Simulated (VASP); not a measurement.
Band structure of LiF (rock salt). Method: PBE GGA with D3 dispersion (Becke-Johnson damping), VASP's PBE PAW potentials (set 64) (plane waves; VASP).

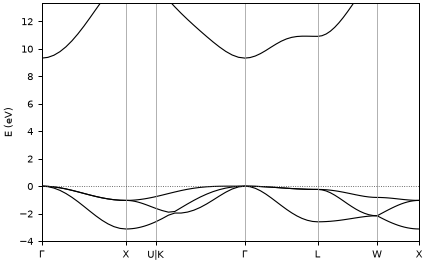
Figure. Bands along high-symmetry lines, zero at the valence-band maximum or, without a gap, the Fermi level

Question: Read the plot: is there a gap, and where are the band edges?

Answer: The gap is direct, 9.32 eV, from the valence maximum at Γ to the conduction minimum at Γ. (Edges off the drawn lines would not show.)

Measured: gap 15.35 eV (computed value off by -6.03 eV), as given by Wei Chen et al., Physical Review Materials (2018), doi:10.1103/physrevmaterials.2.073803 [zero-point renormalisation of 1.15 eV added back (the table's ZPR column)].

The compound is LiF in the rock salt structure. It was relaxed first.
